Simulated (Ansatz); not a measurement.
How methods differ on SnH2O2 (SMILES [OH][Sn][OH])

SnH2O2 has 5 atoms, charge 0, and is taken as a singlet. SMILES: `[OH][Sn][OH]`. The shape was relaxed beforehand at wB97X-V/def2-SVP. This is one conformer, not always the lowest.

| atom | x (Å) | y (Å) | z (Å) |
| --- | --- | --- | --- |
| O | -0.9769 | 0.1793 | -0.6123 |
| Sn | -0.1558 | -0.9566 | 0.8120 |
| O | 1.5658 | 0.0052 | 0.6357 |
| H | -1.8987 | 0.0009 | -0.8363 |
| H | 1.5154 | 0.6974 | -0.0405 |

Each level gives the dissociation energy of the O3–Sn2 bond into doublet OH and doublet SnOH (shapes relaxed at wB97X-V/def2-SVP, no zero-point term) (eV). The values are calculated.

```csv
level,kind,program,value (eV)
HF/def2-TZVPP (core potential),Hartree–Fock,Ansatz,2.69
PBE/def2-TZVPP (core potential),GGA,Ansatz,4.41
r2SCAN/def2-TZVPP (core potential),meta-GGA,Ansatz,4.27
B3LYP/def2-TZVPP (core potential),global hybrid,Ansatz,4.16
wB97M-V/def2-TZVPP (core potential),range-separated hybrid,Ansatz,4.32
MP2/def2-TZVPP (core potential),perturbation theory,Ansatz,4.59
```

Spin-orbit coupling, which can split open shells on such heavy atoms by tenths of an eV, is left out. The values span 2.69 to 4.59 eV. Hartree–Fock misses the correlation of the electron pair that is broken and comes out low. Measured bond enthalpies also hold zero-point and thermal terms, a few tenths of an eV less. In the correlated wave-function rows the outer d shell of Sn is correlated, in sets not made for it.

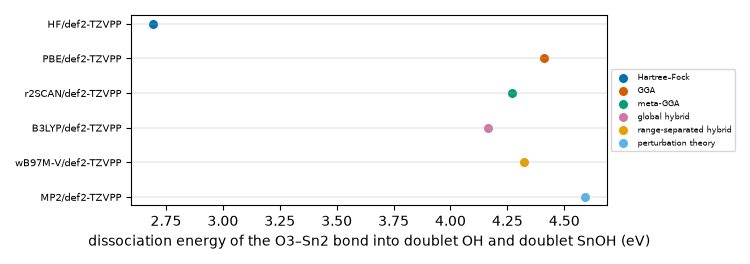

The values of the table, level by level.
